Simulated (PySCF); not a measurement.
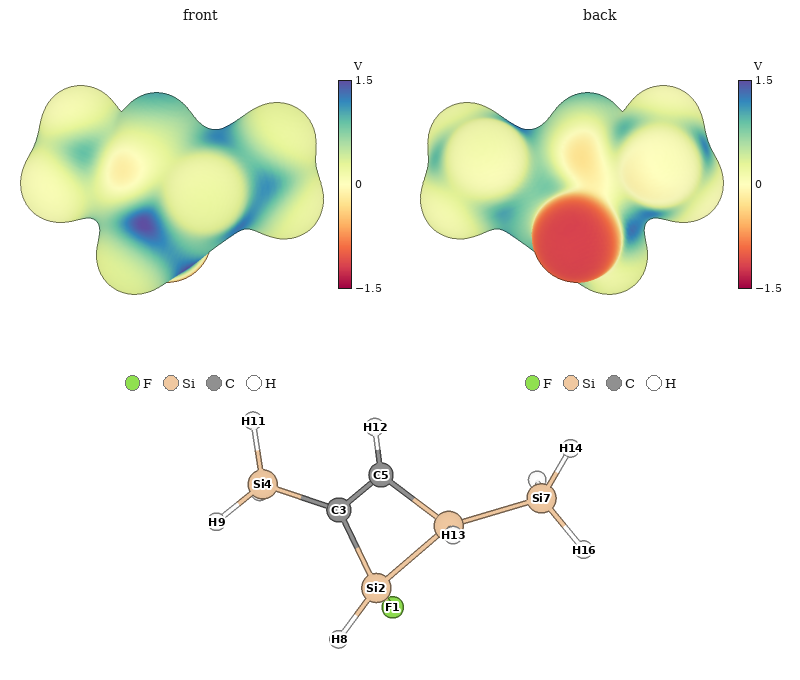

Figure 1: C2H9FSi4. The molecular electrostatic potential painted on the density surface at 0.002 e/bohr³, seen from the front and from behind; red is negative and blue positive. The bare structure is drawn below in the same view.

Geometry: GFN2-xTB.

Level of theory: PBE0/pcSseg-1, SCF density, gas phase, non-relativistic in PySCF.

Input

```
{"job": {"kind": "nmr", "xc": "PBE0", "basis": "pcSseg-1"}, "charge": 0, "multiplicity": 1}
F      0.518315    -2.468067    -0.747523
Si     0.245059    -1.592390     0.599601
C     -1.167604    -0.333237     0.313940
Si    -3.008782    -0.594996     0.052691
C     -0.532832     0.854715     0.338299
Si     1.320158     0.483902     0.623133
Si     2.828788     1.270669    -0.949638
H     -0.025236    -2.672507     1.543308
H     -3.531084    -1.358307     1.192053
H     -3.213189    -1.341958    -1.191110
H     -3.697675     0.697154    -0.026862
H     -1.039126     1.800788     0.196192
H      1.698537     0.924673     1.988168
H      3.093104     2.709543    -0.835639
H      2.382220     1.030564    -2.322867
H      4.121748     0.598398    -0.785158
```

Launched as:

```sh
OMP_NUM_THREADS=1 python probes_run.py task.json out
```

Question: Which sites attract a positive test charge, and which a negative one?

Answer: A positive charge is drawn to the negative regions and a negative charge to the positive ones. The most negative region (about −1.2 V) lies over F1, the most positive (about +1.4 V) over Si2.

Question: What dipole moment does the calculation give?

Answer: Its dipole moment is 1.73 D.
